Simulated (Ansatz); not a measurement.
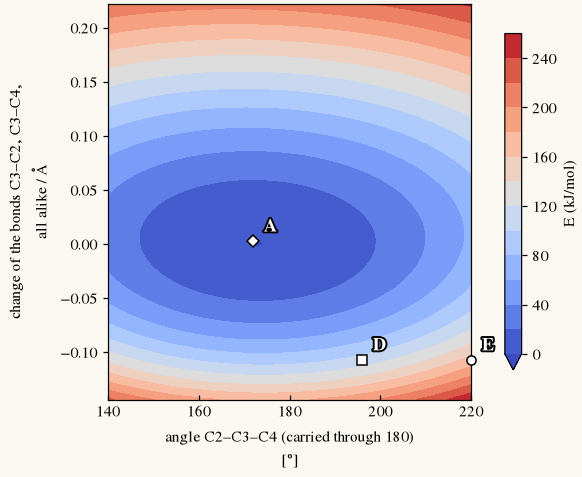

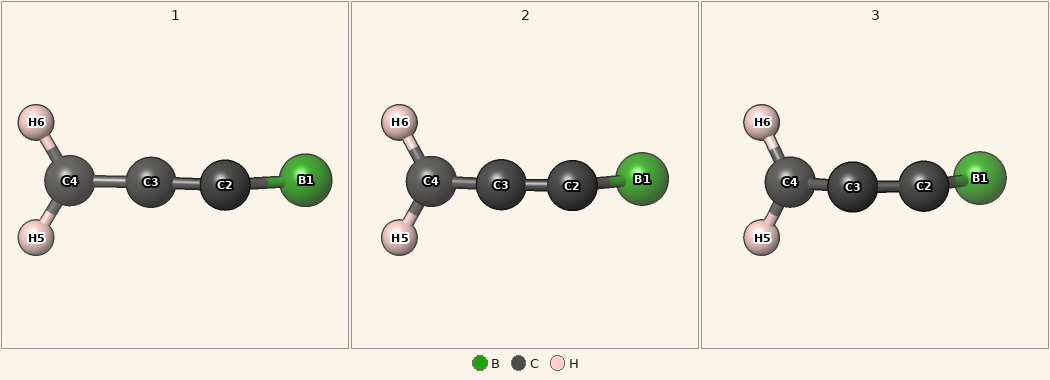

C3H2B, charge +1. First axis: angle C2–C3–C4 (carried through 180). Second axis: change of the bonds C3–C2, C3–C4, all alike. Nothing is relaxed (all other coordinates rigid). The grid has 11 × 11 points. Points are written as (first, second). Energies: kJ/mol, counted from the lowest grid point. Computed with RKS PBE-D4/def2-TZVP in Ansatz 0.2.0.

Drawn: filled contours, lettered points. Between grid points the surface is interpolated. The numbered pictures are the structures at these points, in random order.

Which structure belongs to which point?

A is structure 1: (172°, 0.003 Å), 0 kJ/mol; D is structure 2: (196°, −0.107 Å), 108 kJ/mol; E is structure 3: (220°, −0.107 Å), 167 kJ/mol.
